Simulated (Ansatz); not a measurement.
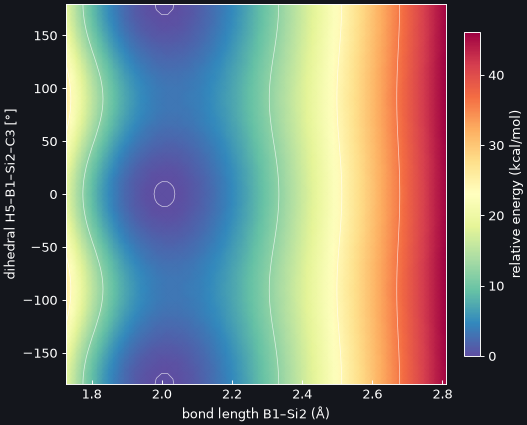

CH₄BClSi, SMILES B[SiH]=CCl. 
- The first coordinate is: bond length B1–Si2; the second: dihedral H5–B1–Si2–C3.
- Nothing is relaxed (all other coordinates rigid).
- Grid: 15 × 15 points; 120 points were computed and 105 follow by symmetry.
- Points are written as (first, second).
- Energies: kcal/mol, counted from the lowest grid point.
- Computed with Ansatz 0.2.0, RHF/def2-TZVP.

In the figure: a smooth colour map with a few white contour lines. Between grid points the surface is interpolated.

The lowest grid point is at (2.035 Å, −180°); the map holds 2 wells of about this depth. The highest grid point, (2.810 Å, −84°), lies 46.1 kcal/mol above the lowest. On the interpolated surface the easiest way out of the lowest well to a well of about the same depth near (2.035 Å, −12°) passes a barrier of about 3.5 kcal/mol, counted from the interpolated bottom of the well. Round the minimum the two coordinates are nearly uncoupled.

The level of theory is changed to RKS r2SCAN-D4/def2-TZVP (Ansatz 0.2.0); with it change the reference geometry, relaxed at the new level; the new grid has 9 × 10 points, laid about the new relaxed structure.

What will the new map look like?

The minimum (interpolated where it lies between grid points) moves from about (2.007 Å, −180°) to about (1.949 Å, 0°). The easiest pass out of the lowest well goes from about 3.5 to about 10 kcal/mol on the interpolated surfaces.

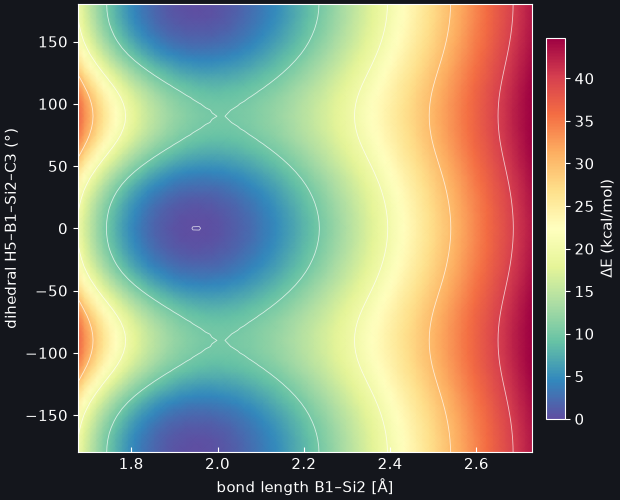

The map after the change, on a colour scale of its own. The picture shows a smooth colour map with a few white contour lines. Between grid points the surface is interpolated.
